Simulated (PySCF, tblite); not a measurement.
**C5H12O2Si: geometry, infrared bands and NMR shifts**

Aim: predict the infrared bands and NMR shifts of C5H12O2Si (`CO[SiH](OC)C1CC1`).

Computed with tblite 0.8.0 and PySCF 2.14.0, with density-fitted response routines of our own, on a single molecule in the gas phase. Atoms are numbered from 0 throughout.

**1. Starting geometry**

20 atoms, charge 0, multiplicity 1; geometry from: force field or distance geometry start.

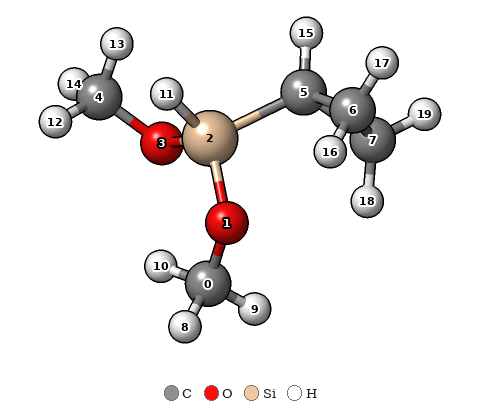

As it starts; carbon grey, oxygen red, silicon light orange, hydrogen white, atoms numbered.

**2. Optimising the geometry with GFN2-xTB**

The job: settings as JSON, then the geometry in Å.

```
{"job": {"kind": "relax", "xc": "GFN2-xTB", "basis": "xTB"}, "charge": 0, "multiplicity": 1}
C     -1.169800    -2.047200    -0.521200
O     -0.445100    -1.426700     0.469000
Si    -0.383400     0.266600     0.352000
O     -1.401000     0.914200    -0.856800
C     -2.211300     1.865500    -0.222700
C      1.418800     0.693800     0.086600
C      2.301900    -0.234400     0.915300
C      2.329300    -0.304300    -0.575300
H     -1.698600    -2.904000    -0.025800
H     -0.576600    -2.449800    -1.338700
H     -1.960200    -1.340200    -0.841900
H     -0.770500     0.801300     1.678300
H     -2.997900     1.401300     0.427900
H     -1.583300     2.487000     0.429000
H     -2.685800     2.544000    -0.990200
H      1.730700     1.753900     0.109500
H      1.800600    -1.079800     1.449900
H      3.102800     0.248000     1.484300
H      1.906600    -1.231800    -1.009700
H      3.287700     0.053200    -1.022600
```

Started as:

```console
$ OMP_NUM_THREADS=1 python probes_run.py task.json out
```

One launch serves the whole session: the jobs run in the order shown.

Log:

```text
step      E/eV     max force
  0    -726.65600    2.407
  1    -726.94453    1.457
  2    -727.08537    0.829
  3    -727.15593    0.597
  4    -727.20656    0.514
  5    -727.24535    0.474
  6    -727.29874    0.548
  7    -727.33867    0.436
  8    -727.37327    0.433
  9    -727.40161    0.342
 10    -727.42640    0.314
 11    -727.44678    0.316
 12    -727.46263    0.287
 13    -727.47475    0.272
 14    -727.48556    0.228
 15    -727.49687    0.266
 16    -727.50751    0.211
 17    -727.51538    0.184
 18    -727.52035    0.144
 19    -727.52390    0.146
 20    -727.52767    0.149
 21    -727.53173    0.171
 22    -727.53480    0.119
 23    -727.53663    0.135
 24    -727.53807    0.121
 25    -727.53971    0.095
 26    -727.54172    0.122
 27    -727.54405    0.131
 28    -727.54660    0.159
 29    -727.54954    0.192
 30    -727.55306    0.189
 31    -727.55671    0.195
 32    -727.55976    0.158
 33    -727.56245    0.158
 34    -727.56505    0.171
 35    -727.56749    0.111
 36    -727.56987    0.108
 37    -727.57201    0.111
 38    -727.57405    0.162
 39    -727.57620    0.149
 40    -727.57830    0.091
 41    -727.57999    0.073
 42    -727.58131    0.084
 43    -727.58258    0.107
 44    -727.58423    0.138
 45    -727.58663    0.161
 46    -727.58965    0.148
 47    -727.59282    0.141
 48    -727.59603    0.139
 49    -727.59897    0.150
 50    -727.60211    0.122
 51    -727.60523    0.113
 52    -727.60844    0.128
 53    -727.61170    0.152
 54    -727.61607    0.156
 55    -727.62107    0.172
 56    -727.62635    0.175
 57    -727.63036    0.164
 58    -727.63419    0.117
 59    -727.63662    0.094
 60    -727.63875    0.131
 61    -727.64139    0.128
 62    -727.64355    0.082
 63    -727.64507    0.085
 64    -727.64612    0.078
 65    -727.64719    0.068
 66    -727.64863    0.081
 67    -727.65024    0.085
 68    -727.65161    0.083
 69    -727.65267    0.071
 70    -727.65375    0.081
 71    -727.65495    0.087
 72    -727.65625    0.084
 73    -727.65759    0.086
 74    -727.65917    0.078
 75    -727.66078    0.090
 76    -727.66294    0.081
 77    -727.66468    0.083
 78    -727.66592    0.080
 79    -727.66698    0.075
 80    -727.66826    0.073
 81    -727.66969    0.069
 82    -727.67086    0.075
 83    -727.67162    0.054
 84    -727.67226    0.051
 85    -727.67289    0.061
 86    -727.67348    0.051
 87    -727.67393    0.038
 88    -727.67427    0.041
 89    -727.67461    0.041
 90    -727.67503    0.045
 91    -727.67555    0.051
 92    -727.67606    0.048
 93    -727.67649    0.037
 94    -727.67683    0.041
 95    -727.67716    0.046
 96    -727.67754    0.045
 97    -727.67796    0.042
 98    -727.67829    0.036
 99    -727.67853    0.037
100    -727.67878    0.044
101    -727.67913    0.046
102    -727.67958    0.050
103    -727.67997    0.047
104    -727.68021    0.031
105    -727.68037    0.026
106    -727.68056    0.032
107    -727.68080    0.038
108    -727.68102    0.026
109    -727.68117    0.025
110    -727.68128    0.022
111    -727.68139    0.029
112    -727.68149    0.025
113    -727.68155    0.017
114    -727.68159    0.016
115    -727.68163    0.015
116    -727.68167    0.015
117    -727.68170    0.013
118    -727.68173    0.013
119    -727.68176    0.012
120    -727.68179    0.015
121    -727.68182    0.011
122    -727.68184    0.012
123    -727.68187    0.012
124    -727.68190    0.014
125    -727.68194    0.019
126    -727.68202    0.024
127    -727.68214    0.027
128    -727.68228    0.024
129    -727.68243    0.030
130    -727.68261    0.029
131    -727.68280    0.037
132    -727.68311    0.043
133    -727.68344    0.050
134    -727.68377    0.053
135    -727.68402    0.073
136    -727.68438    0.047
137    -727.68476    0.038
138    -727.68515    0.044
139    -727.68542    0.053
140    -727.68538    0.083
141    -727.68577    0.030
142    -727.68592    0.032
143    -727.68614    0.030
144    -727.68628    0.023
145    -727.68638    0.016
146    -727.68645    0.014
147    -727.68650    0.012
148    -727.68652    0.021
149    -727.68654    0.012
150    -727.68656    0.010
151    -727.68661    0.018
152    -727.68665    0.023
153    -727.68674    0.027
154    -727.68684    0.022
155    -727.68694    0.018
156    -727.68701    0.014
157    -727.68707    0.018
158    -727.68711    0.039
159    -727.68704    0.049
160    -727.68720    0.014
161    -727.68723    0.012
162    -727.68728    0.014
163    -727.68729    0.006
```

Wall time 1.4 s (1 thread of Arm Neoverse V1, shared host); peak memory 0.18 GiB.

Relaxation path: (not every step is listed)

```
step  energy from step 0 (eV)  largest force (eV/Å)
   0                   0.0000                2.4068
   1                  -0.2885                1.4571
   2                  -0.4294                0.8292
   3                  -0.4999                0.5968
   4                  -0.5506                0.5136
   5                  -0.5894                0.4735
   6                  -0.6427                0.5482
   7                  -0.6827                0.4362
   8                  -0.7173                0.4327
  23                  -0.8806                0.1353
  38                  -0.9181                0.1619
  53                  -0.9557                0.1520
  68                  -0.9956                0.0827
  83                  -1.0156                0.0541
  98                  -1.0223                0.0359
 113                  -1.0256                0.0167
 128                  -1.0263                0.0242
 143                  -1.0301                0.0300
 158                  -1.0311                0.0389
 159                  -1.0310                0.0487
 160                  -1.0312                0.0139
 161                  -1.0312                0.0121
 162                  -1.0313                0.0137
 163                  -1.0313                0.0061
```

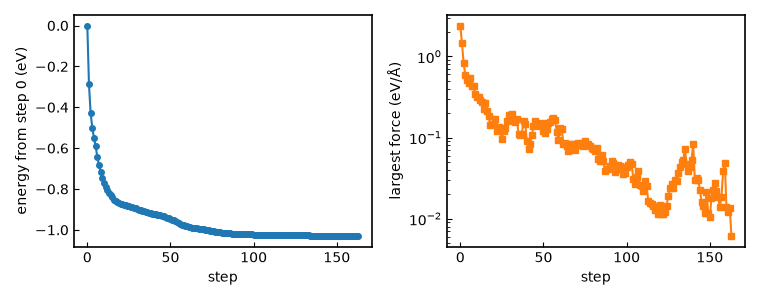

Energy and largest force along the relaxation.

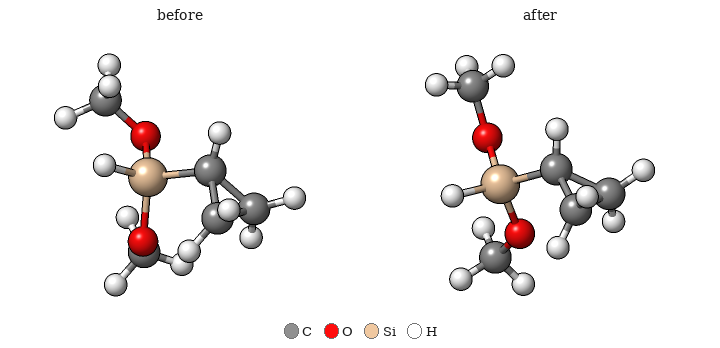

Before and after, at one scale.

Close pairs (by a distance rule), those that changed most:

```
  bond  before (Å)  after (Å)  change (Å)
O1–Si2       1.698      1.616      -0.083
Si2–O3       1.708      1.630      -0.077
C6–H16       1.119      1.079      -0.040
C4–H14       1.129      1.091      -0.038
C7–H19       1.116      1.080      -0.036
C7–H18       1.108      1.078      -0.030
 C0–H8       1.122      1.093      -0.030
C4–H12       1.121      1.092      -0.029
```

The final coordinates are the input of the step that follows.

**3. Vibrational analysis with GFN2-xTB**

The job: settings as JSON, then the geometry in Å.

```
{"job": {"kind": "ir", "xc": "GFN2-xTB", "basis": "xTB"}, "charge": 0, "multiplicity": 1}
C     -1.411528    -2.377016    -0.604127
O     -0.376164    -1.496680    -0.275769
Si    -0.475784    -0.044777     0.425658
O     -1.563750     0.807345    -0.439345
C     -1.932284     2.145282    -0.291678
C      1.270345     0.642822     0.348712
C      2.412805    -0.086629     1.000017
C      2.339794    -0.008273    -0.485633
H     -1.825297    -2.832137     0.298786
H     -0.996215    -3.157113    -1.243655
H     -2.209904    -1.856775    -1.134800
H     -0.946182    -0.134529     1.816931
H     -2.330170     2.331432     0.708599
H     -1.076272     2.803846    -0.454466
H     -2.701097     2.365798    -1.033222
H      1.334641     1.723685     0.411414
H      2.201526    -1.035325     1.467907
H      3.165981     0.495197     1.511579
H      2.072350    -0.902788    -1.024528
H      3.042055     0.627312    -1.005414
```

Log:

```text
mode    cm-1     km/mol
  1      11.4      0.30
  2      66.8      4.12
  3      69.2      1.77
  4      79.3      0.86
  5      93.7      0.03
  6     107.0      1.85
  7     149.0      2.25
  8     191.7      6.12
  9     218.4      4.67
 10     302.2      6.70
 11     331.6     19.14
 12     358.2     48.17
 13     628.8     32.55
 14     703.2     98.51
 15     728.2     90.70
 16     776.3    228.36
 17     801.0     87.20
 18     821.2    101.73
 19     846.5      9.38
 20     960.3      0.17
 21    1010.6     44.42
 22    1031.7     14.85
 23    1070.2      1.33
 24    1072.4      0.79
 25    1114.9      0.27
 26    1128.8      9.43
 27    1134.2     18.32
 28    1137.4    146.03
 29    1140.6     58.96
 30    1154.9    156.20
 31    1162.7     33.02
 32    1163.6     95.97
 33    1256.2      4.86
 34    1357.7     18.31
 35    1409.1      0.28
 36    1415.7      0.29
 37    1439.1      0.27
 38    1477.8      3.17
 39    1480.4      4.20
 40    1485.7      5.83
 41    1486.2      1.99
 42    1487.8      1.92
 43    2181.9    298.78
 44    2948.1     31.80
 45    2950.7     55.47
 46    2961.0     38.88
 47    2975.7     33.13
 48    2983.6     31.97
 49    2987.6     28.97
 50    3024.2     52.74
 51    3071.8     27.16
 52    3078.5     45.69
 53    3098.9     29.69
 54    3115.4     48.18
```

It took 0.82 s on 1 thread of Arm Neoverse V1, shared host; peak memory 0.18 GiB.

Which atoms move in the most intense modes:

```
cm⁻¹  km/mol                                   atoms
 703    98.5                       H11 67 %, O1 13 %
 728    90.7                                H11 83 %
 776   228.4                       Si2 43 %, O3 14 %
 821   101.7  Si2 25 %, H19 12 %, H18 12 %, H17 11 %
1137   146.0     C0 22 %, O1 21 %, H9 16 %, H10 14 %
1155   156.2     H14 21 %, O3 18 %, C4 14 %, O1 11 %
1164    96.0               O1 24 %, O3 13 %, C0 13 %
2182   298.8                                H11 97 %
```

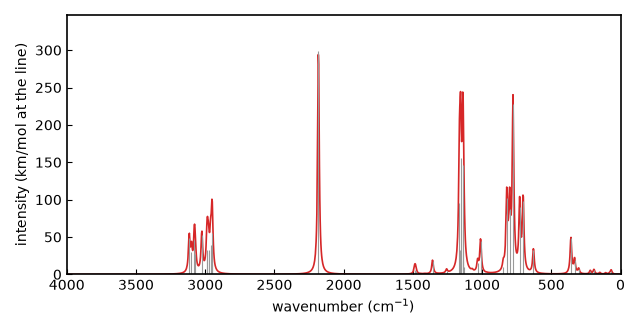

The infrared spectrum from these modes, unscaled. Lines are broadened to a width of 14 cm⁻¹ (Lorentzian).

**4. Nuclear shieldings: PBE0/pcSseg-1**

The job, as its differences from that of step 3:

```diff
@@ -1,2 +1,2 @@
-{"job": {"kind": "ir", "xc": "GFN2-xTB", "basis": "xTB"}, "charge": 0, "multiplicity": 1}
+{"job": {"kind": "nmr", "xc": "PBE0", "basis": "pcSseg-1"}, "charge": 0, "multiplicity": 1}
 C     -1.411528    -2.377016    -0.604127
```

With the program's defaults for keys left out, this is: GIAO PBE0/pcSseg-1 NMR shielding, non-relativistic, gas phase.

Log:

```text
coarse grid: 16672 points
cycle   1  E = -636.9370479956  dE =  1.099e+00  |g| = 8.990e-01  |ddm| = 3.872e+00
cycle   2  E = -636.7477499882  dE =  1.893e-01  |g| = 1.355e+00  |ddm| = 1.866e+00
cycle   3  E = -637.0857679578  dE = -3.380e-01  |g| = 9.119e-02  |ddm| = 1.270e+00
cycle   4  E = -637.0869782923  dE = -1.210e-03  |g| = 4.746e-02  |ddm| = 9.934e-02
cycle   5  E = -637.0875177765  dE = -5.395e-04  |g| = 6.988e-03  |ddm| = 4.321e-02
cycle   6  E = -637.0875280264  dE = -1.025e-05  |g| = 1.819e-03  |ddm| = 6.984e-03
cycle   7  E = -637.0875287432  dE = -7.168e-07  |g| = 4.425e-04  |ddm| = 1.597e-03
final grid: 154848 points
cycle   8  E = -637.1559827924  dE = -3.294e-05  |g| = 1.346e-02  |ddm| = 2.722e-02
cycle   9  E = -637.1559524140  dE =  3.038e-05  |g| = 1.870e-02  |ddm| = 1.985e-02
cycle  10  E = -637.1560182064  dE = -6.579e-05  |g| = 1.552e-03  |ddm| = 1.228e-02
cycle  11  E = -637.1560187178  dE = -5.114e-07  |g| = 1.624e-04  |ddm| = 1.403e-03
cycle  12  E = -637.1560187225  dE = -4.762e-09  |g| = 7.027e-05  |ddm| = 2.215e-04
cycle  13  E = -637.1560187236  dE = -1.065e-09  |g| = 1.764e-05  |ddm| = 7.582e-05
cycle  14  E = -637.1560187237  dE = -6.526e-11  |g| = 5.024e-06  |ddm| = 1.623e-05
converged SCF energy = -637.1560187237

GIAO shielding tensors (ppm)
atom      isotropic    diamagn.    paramagn.     s11        s22        s33       span
  0 C      134.669     241.248    -106.578    106.811    111.214    185.984     79.173
  1 O      320.582     401.972     -81.390    257.196    341.770    362.781    105.585
  2 Si     376.903     883.776    -506.873    354.074    382.679    393.956     39.882
  3 O      312.566     401.583     -89.017    257.732    324.514    355.453     97.721
  4 C      135.777     242.416    -106.639    109.555    113.233    184.542     74.988
  5 C      190.329     257.132     -66.803    156.704    186.574    227.707     71.002
  6 C      185.671     254.858     -69.187    160.858    177.026    219.129     58.271
  7 C      183.893     252.151     -68.257    156.300    179.524    215.856     59.555
  8 H       28.088      28.170      -0.082     23.606     25.391     35.265     11.659
  9 H       27.946      28.085      -0.139     23.156     25.693     34.991     11.835
 10 H       27.780      29.092      -1.312     22.523     26.427     34.389     11.866
 11 H       26.782      32.136      -5.354     23.124     25.002     32.220      9.096
 12 H       27.890      28.612      -0.722     23.781     25.386     34.503     10.722
 13 H       27.875      30.146      -2.271     22.943     26.730     33.951     11.008
 14 H       27.706      27.815      -0.109     23.250     25.367     34.502     11.251
 15 H       32.195      33.930      -1.735     24.554     29.587     42.444     17.890
 16 H       31.618      32.715      -1.097     25.129     29.418     40.307     15.178
 17 H       31.294      31.033       0.260     25.120     26.644     42.117     16.997
 18 H       31.006      32.859      -1.852     24.003     29.459     39.558     15.555
 19 H       31.235      30.969       0.266     25.268     26.549     41.888     16.620
```

Run time: 51 s. Hardware: 1 thread of Arm Neoverse V1, shared host; peak memory 0.93 GiB.

The references, computed at this level on geometries of the same kind, shield at (ppm): 1H TMS 31.72, 13C TMS 186.9, 29Si TMS 349.2, 17O H2O 336.1. Their shielding less the atom's gives the shift. The references are single molecules in the gas phase, so shifts against H2O, NH3, PH3, H3PO4 or CFCl3 are not on the usual liquid scales and can be off by tens of ppm. Atoms listed in one row are averaged.

```
                     atoms                               environment  σ (ppm)  δ (ppm)  δ scaled to CDCl3
                    C0, C4                 methyl carbon bonded to O    135.2     51.7               48.5
                    C6, C7                three-membered-ring carbon    184.8      2.1                0.2
                        C5                three-membered-ring carbon    190.3     -3.4               -5.2
                       H11    hydrogen on a silicon bonded to C, 2 O    26.78     4.94                  –
H8, H9, H10, H12, H13, H14   hydrogen on a methyl carbon bonded to O    27.88     3.84               3.72
                  H17, H19  hydrogen on a three-membered-ring carbon    31.26     0.45               0.53
                  H16, H18  hydrogen on a three-membered-ring carbon    31.31     0.40               0.49
                       H15  hydrogen on a three-membered-ring carbon    32.19    -0.48              -0.35
                    O1, O3                    oxygen bonded to C, Si    316.6     19.5                  –
                       Si2               silicon bonded to C, 2 O, H    376.9    -27.7                  –
```

The scaled column applies a straight-line fit of computed shieldings to shifts measured in CDCl3 (root-mean-square error 0.16 ppm for H, 1.9 ppm for C).

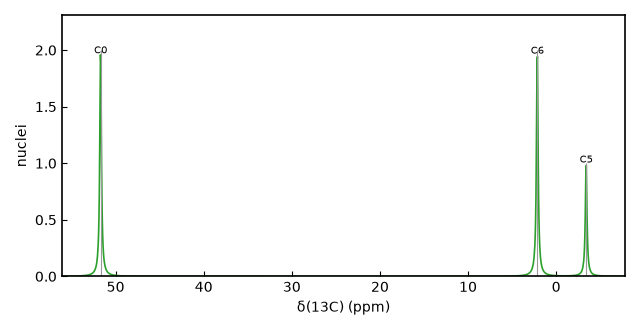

13C lines at the computed shifts, without couplings. Lines are broadened to a width of 0.22 ppm (Lorentzian).

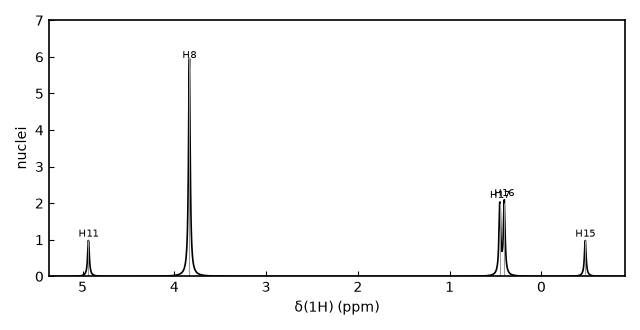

1H lines at the computed shifts, without couplings. Lines are broadened to a width of 0.02 ppm (Lorentzian).

Charges from the same density, by scheme (e):

```
 atoms  Mulliken    IAO  Hirshfeld  ESP fit
C0, C4      0.00  -0.19      -0.03    -0.20
O1, O3     -0.64  -0.65      -0.22    -0.29
   Si2      1.16   1.33       0.45     0.64
    C5     -0.58  -0.46      -0.14    -0.37
C6, C7     -0.20  -0.28      -0.09    -0.27
```

Mulliken charges:

C0 0.00; O1 -0.64; Si2 1.16; O3 -0.64; C4 -0.01; C5 -0.58; C6 -0.21; C7 -0.19; H8 0.10; H9 0.11; H10 0.11; H11 -0.16; H12 0.10; H13 0.10; H14 0.12; H15 0.14; H16 0.13; H17 0.12; H18 0.14; H19 0.12

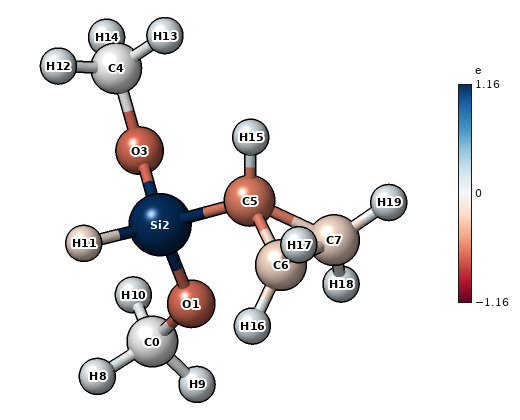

Mulliken charges, as colours on the atoms.

Mayer bond orders: C0–O1 0.89, O1–Si2 1.01, Si2–O3 0.96, O3–C4 0.91, Si2–C5 0.83, C5–C6 0.96, C6–C7 0.98, C7–C5 0.97.

Ring of atoms C5, C6, C7: NICS(0) -45.2, NICS(1) -8.9, NICS(1)zz -24.9 ppm (means of both faces).

In rings of three or four atoms NICS is ruled by the nearby σ bonds, so it says little on aromaticity.

Orbitals, density, ELF and potential are computed afterwards from the orbital file.

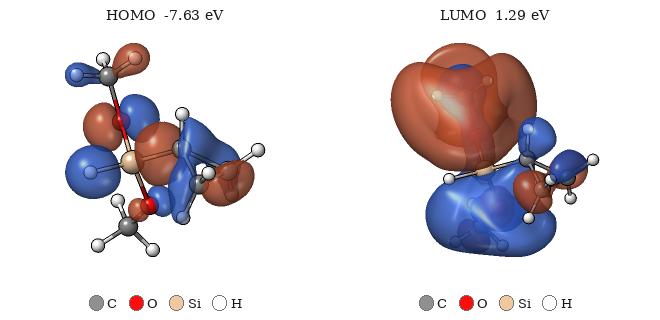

PBE0/pcSseg-1 orbitals near the gap, drawn at the value that encloses 70 % of each; the two colours are the two signs.

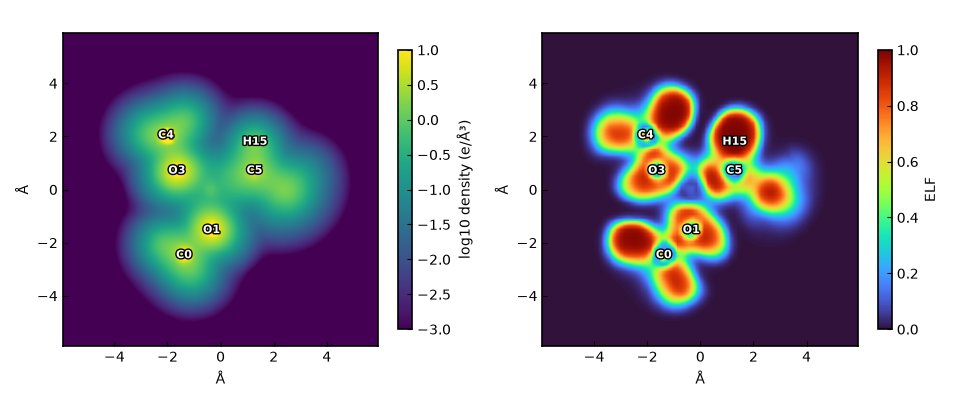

Density (left) and ELF (right) in a plane through or near 6 of the atoms.

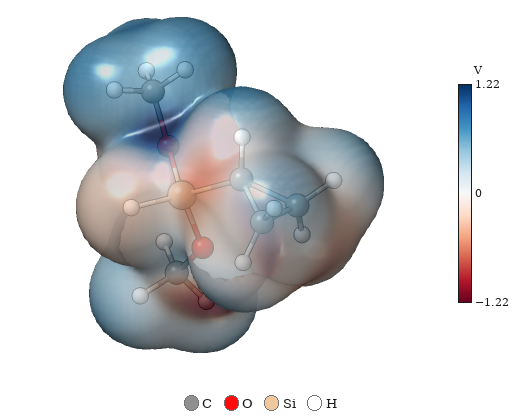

The potential that a unit positive charge feels on the 0.002 e/bohr³ surface, from -1.22 V near O3 to 0.89 V near H12.

**5. Results**

```
                                                               quantity                              value
                              strongest single infrared mode (GFN2-xTB)              2182 cm⁻¹, 299 km/mol
                                           zero-point energy (GFN2-xTB)                     101.8 kcal/mol
13C shifts against TMS (PBE0/pcSseg-1, means over atoms taken as alike)                51.7, 2.1, -3.4 ppm
 1H shifts against TMS (PBE0/pcSseg-1, means over atoms taken as alike)  4.94, 3.84, 0.45, 0.40, -0.48 ppm
17O shifts against H2O (PBE0/pcSseg-1, means over atoms taken as alike)                           19.5 ppm
                                29Si shifts against TMS (PBE0/pcSseg-1)                          -27.7 ppm
                                  surface potential, least and greatest                 -1.22 V and 0.89 V
```

In words: Relaxing lowered the energy by 1.031 eV in 163 steps; the close pair that moved most is O1–Si2, from 1.698 to 1.616 Å. All 54 modes are real, so the xTB geometry is a minimum. The strongest single mode, at 2182 cm⁻¹, moves mainly H11. Unscaled tight-binding wavenumbers are off by several per cent, some by more. Its intensities can rank the bands wrongly. At PBE0/pcSseg-1: The widest tensor belongs to O1, O3: span 102 ppm, with a paramagnetic part of -85 ppm.
